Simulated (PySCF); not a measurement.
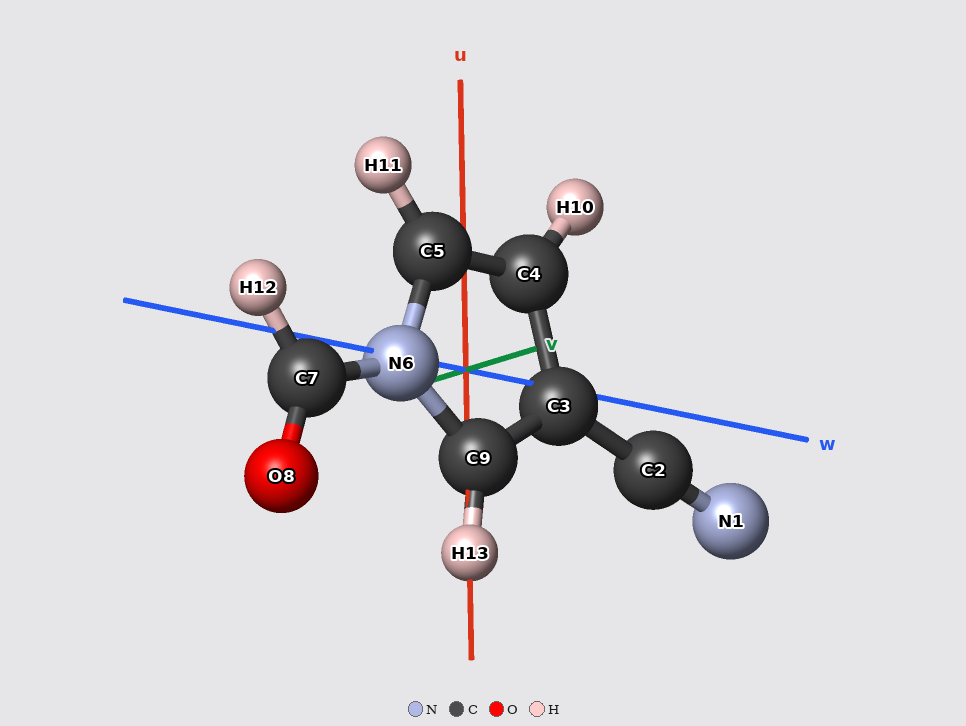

The lines u, v and w are the principal axes of the static dipole polarisability. The geometry was computed by an optimisation with GFN2-xTB. No frequency run is at hand to confirm it as a minimum. Method: ωB97X-D/def2-SVPD (PySCF 2.14.0).

### Along which axis is the molecule most polarisable, and along which least?

Most along w (in the molecular plane, nearly parallel to the C4–C5 bond), least along v (normal to the molecular plane).

### Give the three principal values.

u 81.2, v 48.2, w 124.1 bohr³; mean 84.5, anisotropy 65.9 bohr³.
